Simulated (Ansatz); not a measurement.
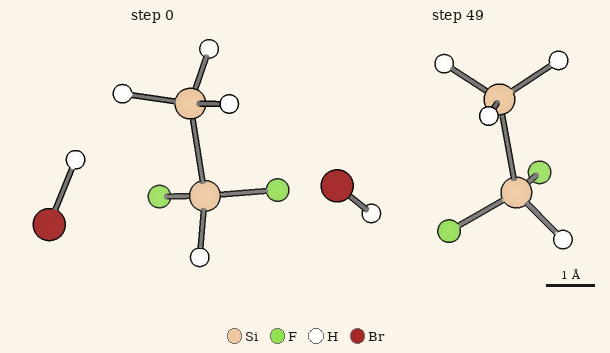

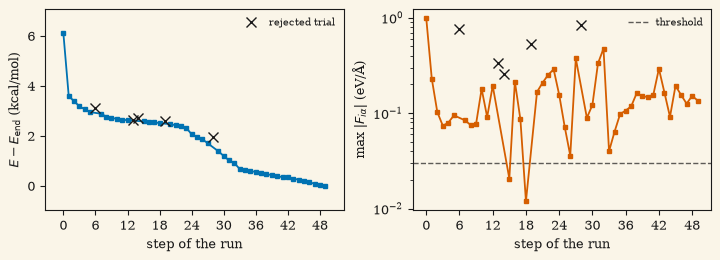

First and last geometry of a relaxation of Si₂H₅BrF₂, with the history of the run. Style: ball-and-stick. Shown at a tilt.

The run prepares an end point of a later path (reaction) calculation, from a guessed geometry.

The calculation used RKS B3LYP-D4/def2-SVP in Ansatz.

Input
```yaml
crystal:
  periodic: [false, false, false]
  atoms:
    - { symbol: Si, position_ang: [-0.957385, -0.85612, 0.040662] }
    - { symbol: Si, position_ang: [1.037836, -0.039297, 0.715715] }
    - { symbol: F, position_ang: [-0.821254, -1.419773, -1.472608] }
    - { symbol: F, position_ang: [-1.171901, -2.160378, 0.990448] }
    - { symbol: H, position_ang: [-2.170734, -0.015809, 0.159883] }
    - { symbol: H, position_ang: [0.400504, 1.849134, -1.144822] }
    - { symbol: Br, position_ang: [-0.8227, 2.185411, -1.908625] }
    - { symbol: H, position_ang: [2.049798, -1.131027, 0.725768] }
    - { symbol: H, position_ang: [0.906788, 0.549565, 2.079356] }
    - { symbol: H, position_ang: [1.54895, 1.038394, -0.185778] }
basis:
  gaussian: { orbitals: def2-SVP }
hamiltonian:
  xc: b3lyp
  dispersion: d4
relax:
  f_tol: 0.03
  max_steps: 50
```

Launched with:
```bash
ansatz run input.yaml --threads 4 --pin off --max-ram 5120MiB --backend cpu --events-out ev --progress --plain --runs-dir out
```

Question: Did the run converge, and what did it change?

Answer: The relaxation stopped without meeting its thresholds, so the last structure isn't shown to be converged. It used up its limit of 50 steps. Over 44 accepted moves (49 points after the start) the energy falls by 6.11 kcal/mol. The largest force component goes from 1 to 0.14 eV/Å. The line search rejected the trial steps at points 6, 13, 14, 19, 28 of the run. The forces were under the threshold at step 15, but the run went on from there. The largest moves after the best rigid fit, 1.38 Å, are those of F4 and H6. By element the largest moves are H 1.38 Å, F 1.37 Å, Br 1.03 Å, Si 0.16 Å. Near-neighbour distances that change, for instance: Si1–Si2 2.259 → 2.352 Å, H6–Br7 1.481 → 1.439 Å, Si1–F3 1.621 → 1.641 Å, Si1–H5 1.481 → 1.489 Å. Bond angles that change, for instance: Si2–Si1–F4 103.4° → 108.6°, H9–Si2–H10 107.3° → 111.1°, F3–Si1–H5 110.0° → 106.5°. Groups turn about Si1–Si2 by about 100°. The run took 3 min on 4 threads of Arm Neoverse N1, on a shared host, peak memory 0.33 GiB.
